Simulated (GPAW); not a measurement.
Band structure of KCl (Fm-3m, 2 atoms in the cell).

```yaml
crystal:
  lattice:
    - [0.00000, 3.14187, 3.14187]
    - [3.14187, 0.00000, 3.14187]
    - [3.14187, 3.14187, 0.00000]
  atoms:
    - { symbol: K, position: [0.00000, 0.00000, 0.00000] }
    - { symbol: Cl, position: [0.50000, 0.50000, 0.50000] }
```

Method: PBEsol, GPAW PAW datasets PBEsol (made by gpaw-setup) (plane waves; GPAW).

Settings: mode = pw; ecut = 550 eV; xc = PBEsol; kpts = 5 5 5; mesh shift (steps) = 0 0 0; occupations.name = fermi-dirac; occupations.width = 0.01 eV; nbands = -8; convergence.density = 1e-05 e/electron; convergence.energy = 1e-05 eV/electron; convergence.bands = -6; symmetry.symmorphic = false; symmetry.tolerance = 0.0005; maxiter = 100.

The starting cell comes from a database of computed structures (which also holds hypothetical and non-ambient phases and stackings), without a prior relaxation at this level.

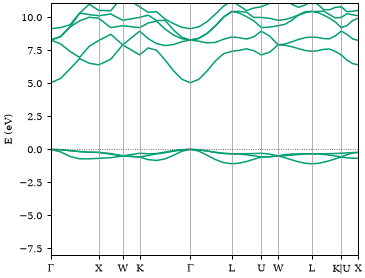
*Bands along the path, energies from the top of the valence band on the SCF mesh.*

Q: Read off roughly the gap and where its edges lie.

A: The gap along the path is about 5.0 eV (computed: 5.04 eV), direct at Γ to within 0.01 eV.

Levels in eV from the top of the valence band on the SCF mesh, bands 5 to 12:
```csv
point,5,6,7,8,9,10,11,12
Γ,-10.57,0.00,0.00,0.00,5.04,8.27,8.27,8.27
X,-10.63,-0.68,-0.23,-0.23,6.39,8.24,9.92,10.11
W,-10.48,-0.50,-0.49,-0.49,7.91,7.91,9.36,9.77
K,-10.52,-0.58,-0.57,-0.30,7.14,8.94,9.21,9.99
L,-10.33,-1.09,-0.33,-0.33,7.42,8.50,10.44,10.44
U,-10.52,-0.58,-0.57,-0.30,7.14,8.94,9.21,9.99
```
